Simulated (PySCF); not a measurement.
# InH3 (SMILES [H][In]([H])[H]) at CCSDTQ/LANL2DZ (core potential)

Aim: the energy change on altering one bond length of InH3 at CCSDTQ/LANL2DZ (core potential), from 2 runs. The job is set up through a Python script.

The results are computed with PySCF 2.14.0.

6 further runs of the same task are left out: 6 set aside as unsound or not needed.

### 1 The structure to begin with

InH3 has 4 atoms, charge 0, and is taken as a singlet. As SMILES, `[H][In]([H])[H]`. Geometry: a GFN2-xTB relaxation, a rough one for these elements and not checked as a minimum.

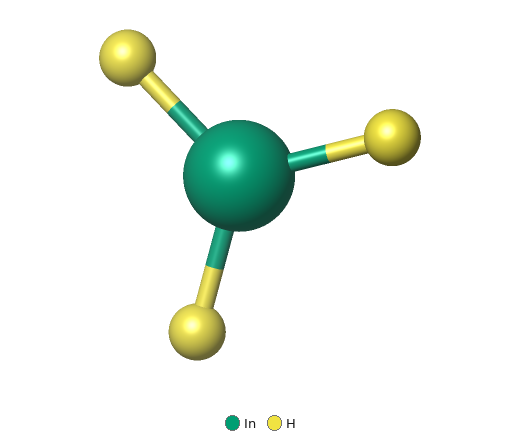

Viewed from a chosen angle; indium teal, hydrogen yellow.

### 2 A single-point energy at CCSDTQ/LANL2DZ (core potential)

File job.py:

```python
# InH3
from pyscf import gto, cc

molecule = gto.Mole()
molecule.atom = [
    ('In', (0.000640, -0.000740, -0.000540)),
    ('H', (1.718930, -0.027790, 0.013510)),
    ('H', (-0.834510, 1.501400, -0.017780)),
    ('H', (-0.885060, -1.472880, 0.004810)),
]
molecule.verbose = 4
molecule.max_memory = 1860
molecule.basis = 'lanl2dz'
molecule.ecp = {'In': 'lanl2dz'}
molecule.spin = 0
molecule.build()

myscf = molecule.RHF()
myscf.conv_tol = 1e-10
myscf.kernel()
if not myscf.converged:
    myscf = myscf.newton().run(myscf.mo_coeff, myscf.mo_occ)

mycc = cc.CCSDTQ(myscf)
mycc.kernel()
e_final = mycc.e_tot
print(f'total energy: {e_final:.8f} hartree')
```

Command:

```
$ OMP_NUM_THREADS=1 python job.py
```

The log of the run:

```text
PySCF version 2.14.0

[INPUT] num. atoms = 4
[INPUT] num. electrons = 6
[INPUT] charge = 0
[INPUT] spin (= nelec alpha-beta = 2S) = 0
[INPUT] symmetry False subgroup None
[INPUT] Mole.unit = angstrom
[INPUT] Symbol           X                Y                Z      unit          X                Y                Z       unit  Magmom
[INPUT]  1 In     0.000640000000  -0.000740000000  -0.000540000000 AA    0.001209424720  -0.001398397332  -0.001020452107 Bohr   0.0
[INPUT]  2 H      1.718930000000  -0.027790000000   0.013510000000 AA    3.248306927299  -0.052515489002   0.025530199943 Bohr   0.0
[INPUT]  3 H     -0.834510000000   1.501400000000  -0.017780000000 AA   -1.576995348211   2.837234803422  -0.033599330495 Bohr   0.0
[INPUT]  4 H     -0.885060000000  -1.472880000000   0.004810000000 AA   -1.672521003808  -2.783339814349   0.009089582659 Bohr   0.0

nuclear repulsion = 3.30479064964166
number of shells = 10
number of NR pGTOs = 24
number of NR cGTOs = 14
basis = lanl2dz
ecp = {'In': 'lanl2dz'}

******** <class 'pyscf.scf.hf.RHF'> ********
method = RHF
initial guess = minao
damping factor = 0
level_shift factor = 0
DIIS = <class 'pyscf.scf.diis.CDIIS'>
diis_start_cycle = 1
diis_space = 8
diis_damp = 0
SCF conv_tol = 1e-10
SCF conv_tol_grad = None
SCF max_cycles = 50
direct_scf = True
direct_scf_tol = 1e-13
Set gradient conv threshold to 1e-05
Initial guess from minao.
init E= 5.7120906967701
  HOMO = -0.239698656829676  LUMO = 0.0588770352072082  gap/eV = 8.12466
cycle= 1 E= -3.45510905213843  delta_E= -9.17  |g|= 0.307  |ddm|=  2.2
  HOMO = -0.416390921423085  LUMO = 0.00423200980663185  gap/eV = 11.44573
cycle= 2 E= -3.47693346764465  delta_E= -0.0218  |g|= 0.0265  |ddm|= 0.326
  HOMO = -0.410394673388148  LUMO = 0.0178422597747764  gap/eV = 11.65292
cycle= 3 E= -3.47745543355467  delta_E= -0.000522  |g|= 0.0044  |ddm|= 0.0589
  HOMO = -0.40902160763021  LUMO = 0.0195236633921124  gap/eV = 11.66131
cycle= 4 E= -3.47747287944125  delta_E= -1.74e-05  |g|= 0.000434  |ddm|= 0.0126
  HOMO = -0.409093200029299  LUMO = 0.0194387957434434  gap/eV = 11.66095
cycle= 5 E= -3.47747306267402  delta_E= -1.83e-07  |g|= 2.9e-05  |ddm|= 0.00132
  HOMO = -0.409109462265081  LUMO = 0.0194300700740344  gap/eV = 11.66115
cycle= 6 E= -3.47747306346019  delta_E= -7.86e-10  |g|= 2.11e-06  |ddm|= 8.29e-05
  HOMO = -0.409109968274816  LUMO = 0.0194299408354826  gap/eV = 11.66116
cycle= 7 E= -3.47747306346486  delta_E= -4.66e-12  |g|= 1.54e-07  |ddm|= 7.98e-06
  HOMO = -0.409109944536521  LUMO = 0.0194299440664435  gap/eV = 11.66116
Extra cycle  E= -3.47747306346487  delta_E= -1.42e-14  |g|= 3.92e-08  |ddm|= 4.01e-07
converged SCF energy = -3.47747306346487

******** <class 'pyscf.cc.rccsdtq.RCCSDTQ'> ********
RCCSDTQ nocc = 3, nmo = 14
Allocating only the i<=j<=k<=l part of the T4 amplitude in memory
max_cycle = 50
conv_tol = 1e-07
conv_tol_normt = 1e-06
diis with the T4 amplitude
diis_space = 6
diis_start_cycle = 0
diis_start_energy_diff = 1e+09
einsum_backend: numpy
_make_eris_incore_RCCSDTQ
blksize  3

WARN: A large `blksize` is being used, which may cause large memory consumption
      for storing contraction intermediates. If memory is sufficient, consider using
      `pyscf.cc.rccsdtq_highm.RCCSDTQ` instead.

Approximate memory usage estimate
    ERIs memory               300 KB
    T1-ERIs memory            300 KB
Init t2, MP2 energy = -3.516719165901  E_corr(MP2) -0.039246102436
Init E_corr(RCCSDTQ) = -0.0392461024363734
cycle =  1  E_corr(RCCSDTQ) = -0.050120819153  dE = -1.087471671620e-02  norm(d tamps) = 4.95061005e-02
cycle =  2  E_corr(RCCSDTQ) = -0.054187518934  dE = -4.066699781336e-03  norm(d tamps) = 2.26252795e-02
cycle =  3  E_corr(RCCSDTQ) = -0.057454339854  dE = -3.266820920215e-03  norm(d tamps) = 1.13685183e-02
cycle =  4  E_corr(RCCSDTQ) = -0.057467340786  dE = -1.300093230733e-05  norm(d tamps) = 1.95652253e-03
cycle =  5  E_corr(RCCSDTQ) = -0.057460590831  dE =  6.749955161846e-06  norm(d tamps) = 4.76285402e-04
cycle =  6  E_corr(RCCSDTQ) = -0.057471133374  dE = -1.054254278533e-05  norm(d tamps) = 1.61520994e-04
cycle =  7  E_corr(RCCSDTQ) = -0.057468147207  dE =  2.986167218659e-06  norm(d tamps) = 4.96690247e-05
cycle =  8  E_corr(RCCSDTQ) = -0.057468199178  dE = -5.197149670344e-08  norm(d tamps) = 1.03198602e-05
cycle =  9  E_corr(RCCSDTQ) = -0.057468086490  dE =  1.126878732272e-07  norm(d tamps) = 3.03499027e-06
cycle = 10  E_corr(RCCSDTQ) = -0.057468038187  dE =  4.830360231939e-08  norm(d tamps) = 8.97689846e-07
RCCSDTQ converged
E(RCCSDTQ) = -3.534941101651733   E_corr = -0.05746803818686269
E_corr(same-spin) = -0.00144735020536509
E_corr(oppo-spin) = -0.0560206879814976
total energy: -3.53494110 hartree
```

Wall time 32 s (1 thread of Arm Neoverse V1, shared host); peak memory 0.19 GiB.

### 3 The distorted shape at the same level

File calc.py:

```python
from pyscf import gto, cc

system = gto.Mole()
system.atom = '''
In     0.167654    -0.301139     0.002908
H      1.885944    -0.328189     0.016958
H     -0.834510     1.501400    -0.017780
H     -0.718046    -1.773279     0.008258
'''
system.ecp = {'In': 'lanl2dz'}
system.basis = 'lanl2dz'
system.verbose = 3
system.max_memory = 1860
system.build()

mf = system.RHF()
mf.conv_tol = 1e-10
mf.kernel()
if not mf.converged:
    mf = mf.newton().run(mf.mo_coeff, mf.mo_occ)

mycc = cc.CCSDTQ(mf)
mycc.kernel()
etot = mycc.e_tot
print('Final energy', etot)
```

Command:

```
$ OMP_NUM_THREADS=1 python calc.py
```

The log of the run:

```text
converged SCF energy = -3.46020192677414
_make_eris_incore_RCCSDTQ

WARN: A large `blksize` is being used, which may cause large memory consumption
      for storing contraction intermediates. If memory is sufficient, consider using
      `pyscf.cc.rccsdtq_highm.RCCSDTQ` instead.

RCCSDTQ converged
E(RCCSDTQ) = -3.523325610112902   E_corr = -0.06312368333876638
E_corr(same-spin) = -0.00147560759820222
E_corr(oppo-spin) = -0.0616480757405642
Final energy -3.5233256101129022
```

It took 26 s on 1 thread of Arm Neoverse V1, shared host; peak memory 0.19 GiB.

### 4 Summary of results

At CCSDTQ/LANL2DZ (core potential):

| quantity | value |
| --- | --- |
| first shape: total energy | -3.53494 Eh |
| first shape: dipole moment (Hartree–Fock density) | 0.01 D |
| first shape: HOMO energy (Hartree–Fock orbitals) | -11.13 eV |
| first shape: LUMO energy (Hartree–Fock orbitals) | 0.53 eV |
| first shape: HOMO–LUMO gap (Hartree–Fock orbitals) | 11.66 eV |
| first shape: correlation energy | -57.5 mEh |
| first shape: T1 diagnostic | 0.012 |
| distorted shape: total energy | -3.52333 Eh |
| distorted shape: dipole moment (Hartree–Fock density) | 0.72 D |
| distorted shape: HOMO energy (Hartree–Fock orbitals) | -10.33 eV |
| distorted shape: LUMO energy (Hartree–Fock orbitals) | 0.42 eV |
| distorted shape: HOMO–LUMO gap (Hartree–Fock orbitals) | 10.76 eV |
| distorted shape: correlation energy | -63.1 mEh |
| distorted shape: T1 diagnostic | 0.014 |
| energy change with the In1–H3 bond stretched from 1.719 to 2.063 Å | 0.316 eV |

In words: With the In1–H3 bond stretched from 1.719 to 2.063 Å the energy rises by 0.32 eV (30.5 kJ/mol). The first shape isn't relaxed at this level, so the change isn't measured from a minimum. Mulliken charges (first shape) of the mean-field density run from -0.21 on H3 to +0.64 on In1.
